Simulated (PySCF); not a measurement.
**HOI (hypoiodous acid): levels of theory compared**

We compute a comparison of 6 runs (BHLYP/def2-TZVPP, M06-2X/def2-TZVPP, M06-L/def2-TZVPP, PBE0/def2-TZVPP, revPBE/def2-TZVPP, wB97M-V/def2-TZVPP) of HOI (hypoiodous acid). Input form: a Python script.

Program for the calculation: PySCF 2.14.0.

1 further run of the same task is left out (set aside as unsound or not needed).

## Step 1: The system as given

HOI: 3 atoms, total charge 0, spin state singlet. As SMILES, `OI`. The coordinates come from a PBE0-D4/def2-TZVP relaxation.

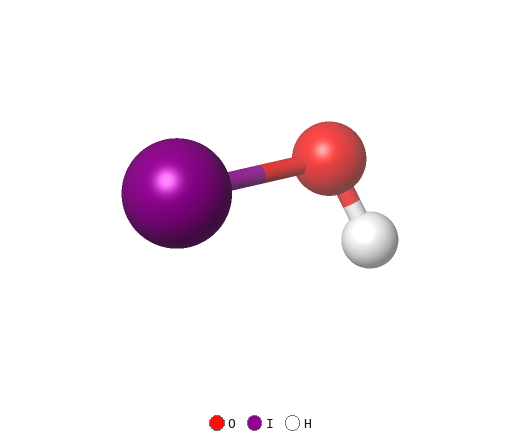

Viewed from a chosen angle; oxygen red, iodine purple, hydrogen white.

## Step 2: A single-point energy at BHLYP/def2-TZVPP (core potential) (run 1)

Input file input.py:

```python
from pyscf import gto, dft

mol = gto.M(
    atom=[
    ('O', (-0.376230, -0.467640, -0.253400)),
    ('I', (1.247110, 0.130190, 0.697040)),
    ('H', (-0.870890, 0.337450, -0.443630)),
],
    verbose=3,
    charge=0,
    max_memory=1860,
    ecp={'I': 'def2-svp'},
    basis='def2-tzvpp',
)

ks = dft.RKS(mol, xc='bhandhlyp')
ks.conv_tol = 1e-10
ks.grids.level = 5
ks.kernel()
if not ks.converged:
    ks = ks.newton().run(ks.mo_coeff, ks.mo_occ)

etot = ks.e_tot
print(f'total energy: {etot:.8f} hartree')
```

Launch:

```bash
OMP_NUM_THREADS=1 python input.py
```

The log of the run:

```text
converged SCF energy = -373.442781976055
total energy: -373.44278198 hartree
```

It took 12 s on 1 thread of Arm Neoverse V1, shared host; peak memory 0.48 GiB.

## Step 3: The energy at M06-2X/def2-TZVPP (core potential) (run 2)

Input file input.py:

```python
from pyscf import gto, dft

molecule = gto.M(
    atom='''
O     -0.710972    -0.883712    -0.478857
I      2.356696     0.246023     1.317215
H     -1.645744     0.637688    -0.838339
''',
    max_memory=1860,
    basis='def2-tzvpp',
    unit='bohr',
    charge=0,
    ecp={'I': 'def2-svp'},
    verbose=3,
    spin=0,
)

mf = dft.RKS(molecule, xc='m06-2x')
mf.conv_tol = 1e-10
mf.grids.level = 5
mf.kernel()
if not mf.converged:
    mf = mf.newton().run(mf.mo_coeff, mf.mo_occ)

etot = mf.e_tot
print('E(%s) = %.9f' % ('M06-2X', etot))
```

Launch:

```bash
OMP_NUM_THREADS=1 python input.py
```

The log of the run:

```text
converged SCF energy = -373.421210888301
E(M06-2X) = -373.421210888
```

Run time: 25 s. Hardware: 1 thread of Arm Neoverse V1, shared host; peak memory 0.52 GiB.

Runs 3 to 5 aren't shown in full; the table further down has their settings and results.

## Step 4: The energy at wB97M-V/def2-TZVPP (core potential) (run 6)

Input file job.py:

```python
from pyscf import gto, dft

mol = gto.M(
    atom='''
O       -0.376230      -0.467640      -0.253400
I        1.247110       0.130190       0.697040
H       -0.870890       0.337450      -0.443630
''',
    ecp={'I': 'def2-svp'},
    max_memory=1860,
    verbose=3,
    basis='def2-tzvpp',
)

myscf = dft.RKS(mol)
myscf.xc = 'wb97m-v'
myscf.conv_tol = 1e-10
myscf.nlcgrids.level = 1
myscf.grids.level = 5
myscf.kernel()
if not myscf.converged:
    myscf = myscf.newton().run(myscf.mo_coeff, myscf.mo_occ)

e_final = myscf.e_tot
print('Final energy', e_final)
```

Launch:

```bash
OMP_NUM_THREADS=1 python job.py
```

The log of the run:

```text
converged SCF energy = -373.491566547343
Final energy -373.4915665473428
```

It took 47 s on 1 thread of Arm Neoverse V1, shared host; peak memory 0.52 GiB.

## Step 5: The series

```
run                                level  nlc grid  energy (Eh)  dipole moment (D)  HOMO energy (eV)  LUMO energy (eV)  wall time
  1    BHLYP/def2-TZVPP (core potential)         –  -373.442782               1.55             -8.44             -1.62       12 s
  2   M06-2X/def2-TZVPP (core potential)         –  -373.421211               1.55             -8.58             -1.59       25 s
  3    M06-L/def2-TZVPP (core potential)         –  -373.692065               1.40             -6.03             -3.13       21 s
  4     PBE0/def2-TZVPP (core potential)         –  -373.464657               1.46             -7.30             -2.62       11 s
  5   revPBE/def2-TZVPP (core potential)         –  -373.554521               1.37             -5.94             -3.49       10 s
  6  wB97M-V/def2-TZVPP (core potential)         1  -373.491567               1.50             -9.51             -0.51       47 s
```

## Step 6: Results

| quantity | value |
| --- | --- |
| run 6: total energy | -373.49157 Eh |
| run 6: dipole moment | 1.50 D |
| run 6: HOMO energy | -9.51 eV |
| run 6: LUMO energy | -0.51 eV |
| run 6: HOMO–LUMO gap | 9.00 eV |

**Reading.** The dipole moment (its size) runs from 1.37 D (revPBE/def2-TZVPP) to 1.55 D (BHLYP/def2-TZVPP). The HOMO–LUMO gap runs from 2.45 eV (revPBE/def2-TZVPP) to 9.00 eV (wB97M-V/def2-TZVPP). Totals of different functionals can't be ranked against each other. All runs together took 2.1 min, the longest 47 s.
